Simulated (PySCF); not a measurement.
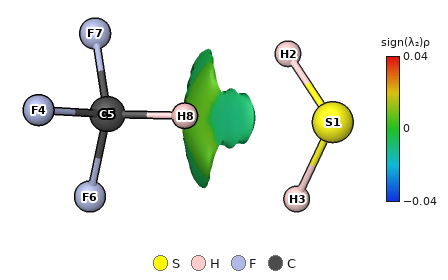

*CH$_{3}$F$_{3}$S, SMILES `S.FC(F)F`. Non-covalent interaction surfaces between the fragments (reduced density gradient s = 0.5, coloured by sign(λ₂)ρ in a.u.; trimmed to the region between the fragments where ρ is under 0.06 a.u.). Fragment A: H2S (atoms 1–3); fragment B: HCF3.*

PySCF calculation, r2SCAN/def2-SVPD, gas phase; geometry: GFN2-xTB. GFN2-xTB bond lengths at metals and heavier atoms can be off by up to 0.1 Å and shapes distorted, which carries into these values.

Q: Which interactions hold the two fragments together?

A: Bond critical points between the fragments: S1···H8, weak C–H hydrogen bond, 2.91 Å, ρ = 0.009 a.u. It is weak and appears green, as weak hydrogen bonds do. The pose is a local one from a semi-empirical search, not shown to be the most stable.

Q: How strongly are they bound?

A: The counterpoise-corrected interaction energy of the frozen fragments is −1.4 kcal/mol without dispersion correction and −1.8 kcal/mol with D3(BJ). The pair geometry is semi-empirical, not a minimum at this level.

Run time: 2.5 min on 1 thread of Intel(R) Xeon(R) Processor @ 2.50GHz (Skylake/Cascade Lake), on a shared host, peak memory 0.58 GiB.
